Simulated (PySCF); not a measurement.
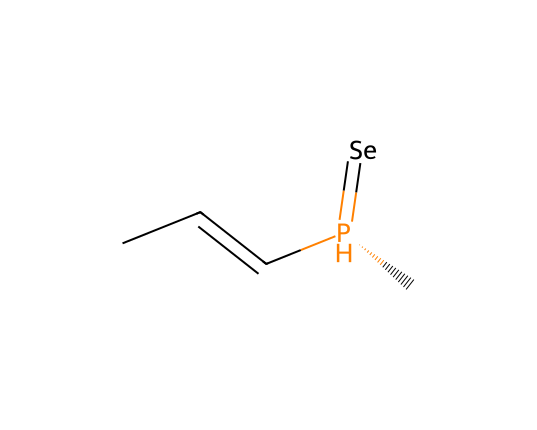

Structural formula above. The geometry was computed by an optimisation with PBE0-D3(BJ)/def2-SVP. No frequency run is at hand to confirm it as a minimum.

What does the molecule look like in three dimensions?

It has 15 atoms: 4 carbon, 9 hydrogen, 1 phosphorus and 1 selenium (C₄H₉PSe). As SMILES it reads `C/C=C/[P@@H](C)=[Se]`. It has no ring. Among its groups: alkene. The point group is C1. Coordination: 2 C tetrahedral; 2 C trigonal planar; 1 P tetrahedral.

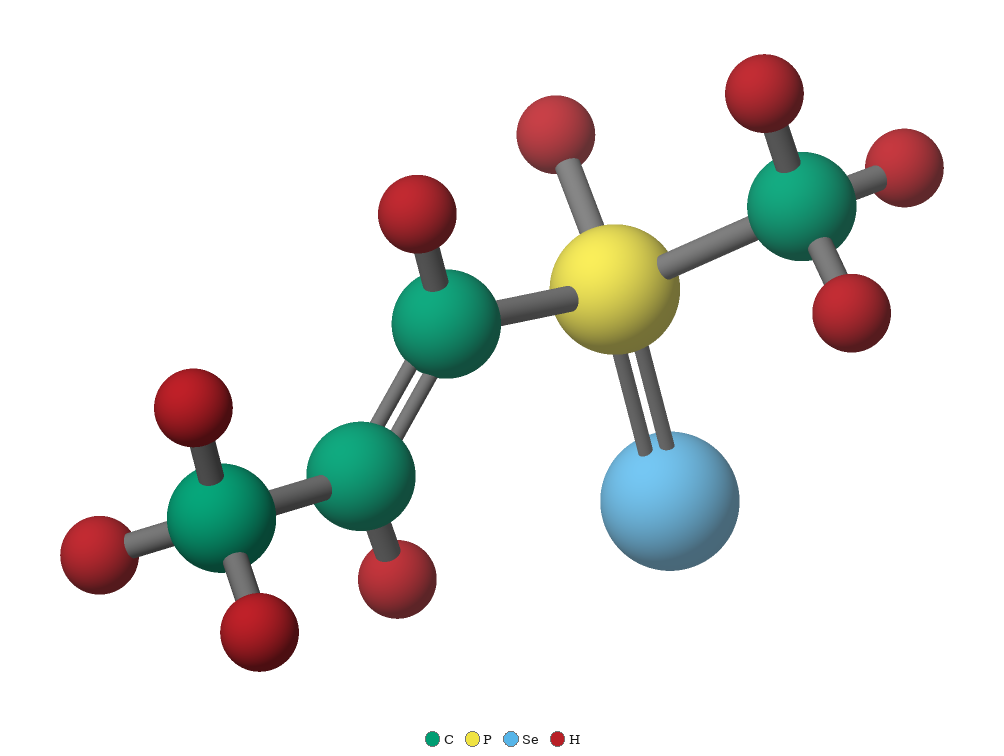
